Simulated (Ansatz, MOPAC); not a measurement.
**A ladder of methods for C6H12 (methylcyclopentane)**

C6H12 has 18 atoms, charge 0, and is taken as a singlet. As SMILES, `CC1CCCC1`. The coordinates come from a PBE0-D4/def2-TZVP relaxation. This is one conformer, not always the lowest.

```xyz
18

C     1.2058   -1.7827    0.2056
C     0.6536   -0.3737    0.2648
C     0.4030    0.2695   -1.0963
C    -0.4900    1.4771   -0.7957
C    -1.2282    1.1309    0.5192
C    -0.7166   -0.2549    0.9268
H     0.5229   -2.4398   -0.3424
H     2.1742   -1.8132   -0.3007
H     1.3406   -2.2032    1.2056
H     1.3575    0.2631    0.8189
H    -0.1295   -0.4505   -1.7295
H     1.3239    0.5377   -1.6201
H     0.1190    2.3747   -0.6626
H    -1.1798    1.6884   -1.6152
H    -0.9914    1.8665    1.2918
H    -2.3133    1.1443    0.4002
H    -0.6829   -0.3974    2.0097
H    -1.3689   -1.0369    0.5199
```

Quantity: the atomisation enthalpy at 298 K, in kJ/mol. The values are calculated. The thermal term (zero-point and 298 K enthalpy, harmonic and unscaled) is that of MNDO; the spin-orbit lowering of the free atoms at 298 K, 0.1 kJ/mol by their spectra, is taken off.

**What was measured.** CRC Handbook of Chemistry and Physics gives the atomisation enthalpy at 298 K of the gas as 7023 kJ/mol.

| level | kind | program | value (kJ/mol) | computed − measured | CPU time (all runs) |
| --- | --- | --- | --- | --- | --- |
| SVWN5/6-31G* (spherical functions) | LDA | Ansatz | 8030 | +1007 | 10 s |
| B3LYP/6-31G* (spherical functions) | global hybrid | Ansatz | 6968 | -55 | 18 s |
| BHLYP/6-31G* (spherical functions) | global hybrid | Ansatz | 6827 | -196 | 19 s |
| PBE0/6-31G* (spherical functions) | global hybrid | Ansatz | 7064 | +41 | 17 s |
| CAM-B3LYP/6-31G* (spherical functions) | range-separated hybrid | Ansatz | 7040 | +17 | 19 s |
| wB97M-V/6-31G* (spherical functions) | range-separated hybrid | Ansatz | 7107 | +84 | 2.6 min |
| CCSD(T)/6-31G* (spherical functions) | coupled cluster or CI | Ansatz | 6417 | -606 | 82 s |
| CCSD/6-31G* (spherical functions) | coupled cluster or CI | Ansatz | 6364 | -659 | 49 s |

Nearest: CAM-B3LYP/6-31G* (spherical functions) (+17 kJ/mol); farthest: SVWN5/6-31G* (spherical functions) (+1007 kJ/mol). Computed less measured by kind, in kJ/mol (of the ab initio rows, those in 6-31G*): LDA +1007; global hybrid -196 to +41; range-separated hybrid +17 to +84; coupled cluster or CI -659 to -606. Wave-function methods converge slowly with the basis and bind too weakly in sets of this size; that is part of their error here. CPU times are rough (shared hosts, several kinds of processor and program).

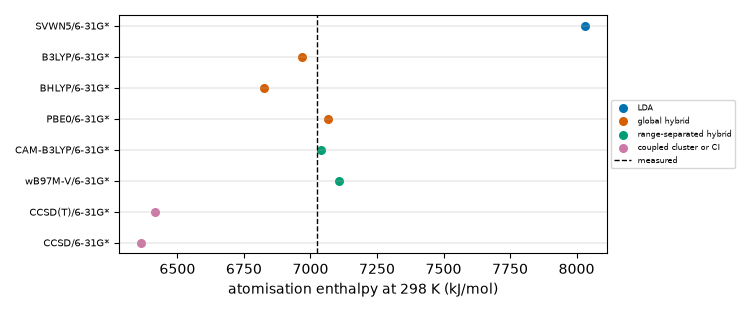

The values of the table, level by level.
